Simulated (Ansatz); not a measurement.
System: ClH5Si2···CH4.

Input

```
crystal:
  periodic: [false, false, false]
  atoms:
    - { symbol: Si, position_ang: [-1.406539, -0.413161, -0.190714] }
    - { symbol: C, position_ang: [0.957291, 0.778486, 1.586577] }
    - { symbol: H, position_ang: [-2.591454, -1.186064, -0.674758] }
    - { symbol: H, position_ang: [-1.146271, -0.832591, 1.209457] }
    - { symbol: Si, position_ang: [0.317766, -0.714457, -1.753495] }
    - { symbol: H, position_ang: [0.361134, 1.352827, 0.886139] }
    - { symbol: Cl, position_ang: [-2.001175, 1.61583, -0.241682] }
    - { symbol: H, position_ang: [1.827104, 1.381847, 1.883089] }
    - { symbol: H, position_ang: [0.360307, 0.550125, 2.47874] }
    - { symbol: H, position_ang: [1.319514, -0.154646, 1.13657] }
    - { symbol: H, position_ang: [1.446418, 0.237109, -1.54479] }
    - { symbol: H, position_ang: [-0.270519, -0.496231, -3.109034] }
    - { symbol: H, position_ang: [0.826125, -2.119075, -1.666001] }
basis:
  gaussian: { orbitals: def2-SVP }
hamiltonian:
  xc: pbe0
relax:
  f_tol: 0.03
  max_steps: 50
output:
  orbitals: {}
```

Launched as:

```sh
ansatz run input.yaml --threads 2 --pin off --max-ram 3072MiB --backend cpu --events-out ev --progress --plain --runs-dir out
```

The fields are those of the relaxed geometry.

These are results of RKS PBE0/def2-SVP in Ansatz, not measurements.

Question: What will maps of the electron density and electron localisation function show?

Answer: Si–Si (2.34 Å): ρ at the midpoint is about 0.65 e/Å³; the ELF peaks at about 1 between the atoms, as expected for localised, covalent bonding.
Si–H (1.49 Å): the density is about 0.77 e/Å³ at the midpoint; the ELF climbs to about 1 towards the hydrogen, as it does in any bond to H.

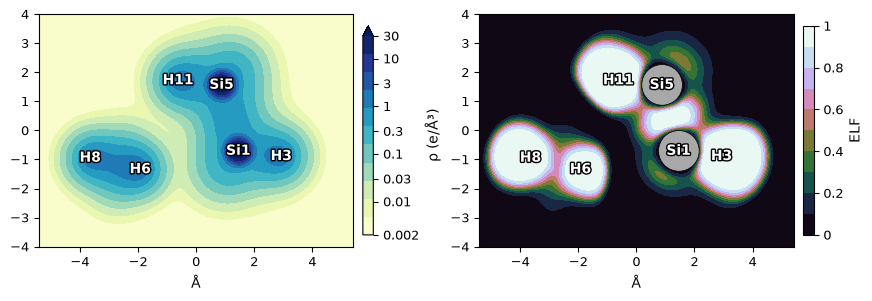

Computed electron density and electron localisation function on the plane of atoms H3, Si1 and Si5, in this order. Grey discs cover the atomic cores in the ELF map. 
